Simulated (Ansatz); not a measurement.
```xyz
6
Lattice="-2.6861 0.0000 -0.0263 -1.3430 2.3265 -0.0161 -0.1222 0.0149 -12.4285" Properties=species:S:1:pos:R:3 pbc="T T T"
Cu   -2.6716    1.5691   -1.3131
Cu   -1.4766    0.8123  -11.0789
Si   -2.7349    0.0607   -6.1952
O    -2.7259    1.6105   -7.1072
O    -1.4008    0.8373   -5.2731
O    -2.8066    0.0350  -12.4153
```

Space group P1; a structure from a database of computed crystals, not necessarily the ambient phase; started from the Sn2GeTe3-164 prototype, which need not be the ambient phase; changed on purpose from its base cell (shaken); computed without spin polarisation.

Computed with DFT, PBEsol, plane waves, PAW (Ansatz 0.2.0).

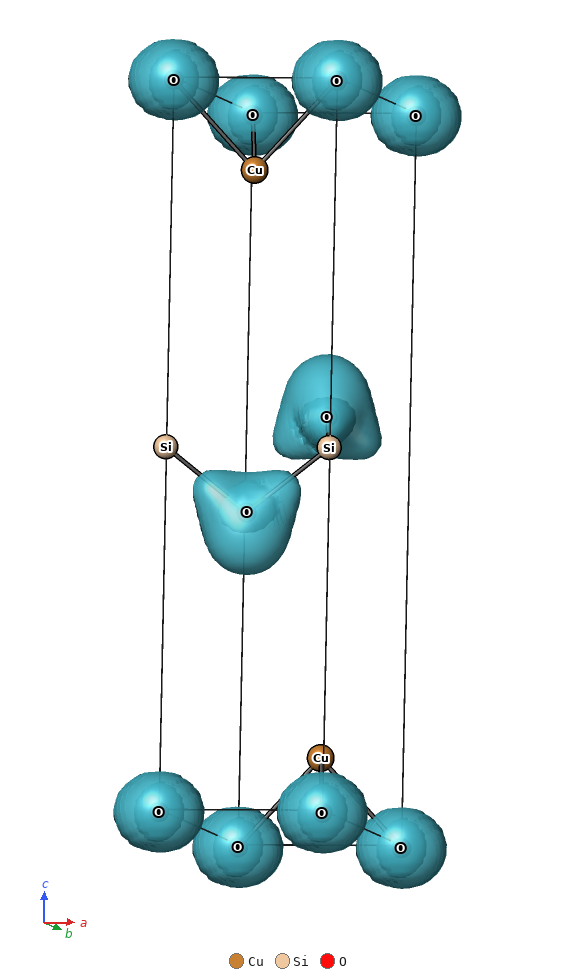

Cu2SiO3. Isosurface of the ELF at 0.75 (cyan), seen at an oblique angle. Core shells and regions of very low density are left out. Sticks mark near contacts.

In a PAW calculation such maps are meaningful between the atoms, not at the nuclei.

Identify the bonds, lone pairs and shells in this picture.

Answer. At this value the surface marks out two regions on O in which the atom's valence shell and bonds are merged and one region wrapped around O (its valence shell), counted in one cell of 6 atoms. Any copies at cell faces, edges or corners count once. Along the contacts the grid gives the following. Si–O (1.80 Å): the ELF peaks at about 0.85 between the atoms. Cu–O (2.04 Å): the ELF peaks at about 0.80 in the valence shell of O, 0.6 Å from its nucleus, and is about 0.15 at the midpoint; no shared electron pair shows on this line.
